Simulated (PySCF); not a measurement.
Input

```
{"job": {"kind": "uv", "xc": "B3LYP", "basis": "def2-SVPD", "ip": true}, "charge": 0, "multiplicity": 1}
N     -1.365400    -1.163285    -0.675182
B     -0.539868    -0.154121    -0.111649
N     -1.030057     1.019466     0.485565
N      0.921022    -0.366074    -0.165767
C      1.883969     0.458344     0.323541
O      1.701571     1.512365     0.894154
H     -1.013311    -2.006155    -1.102679
H     -2.372398    -1.099137    -0.685656
H     -2.008675     1.246269     0.570392
H     -0.371978     1.686911     0.871387
H      1.279871    -1.204035    -0.606641
H      2.917642     0.068092     0.150464
```

Launched as:

```sh
OMP_NUM_THREADS=1 python probes_run.py task.json out
```

Geometry: PBE0-D3(BJ)/def2-SVP.

These are results of B3LYP/def2-SVPD, SCF density, gas phase in PySCF, not measurements.

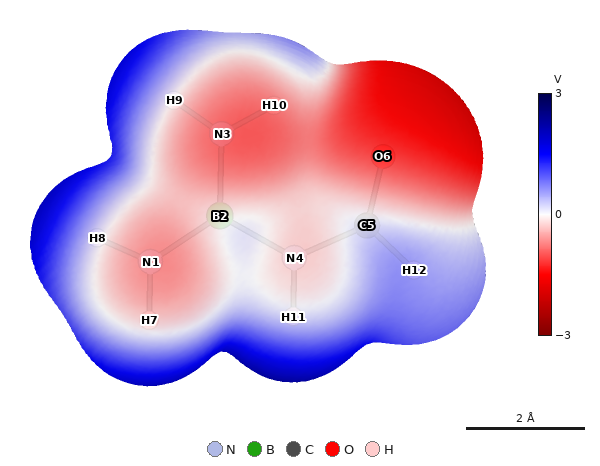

CH6BN3O. The molecular electrostatic potential painted on the density surface at 0.002 e/bohr³, seen across its widest extent; red is negative and blue positive.

Which sites attract a positive test charge, and which a negative one?

Answer. A positive charge is drawn to the negative regions and a negative charge to the positive ones. The most negative region (about −1.9 V, or −44 kcal/mol for a unit charge) lies over O6, the most positive (about +2.2 V, or +51 kcal/mol for a unit charge) over H11. O6 is the likeliest acceptor of a hydrogen bond.

How polar is the molecule by this calculation?

Answer. Its dipole moment is 3.91 D.
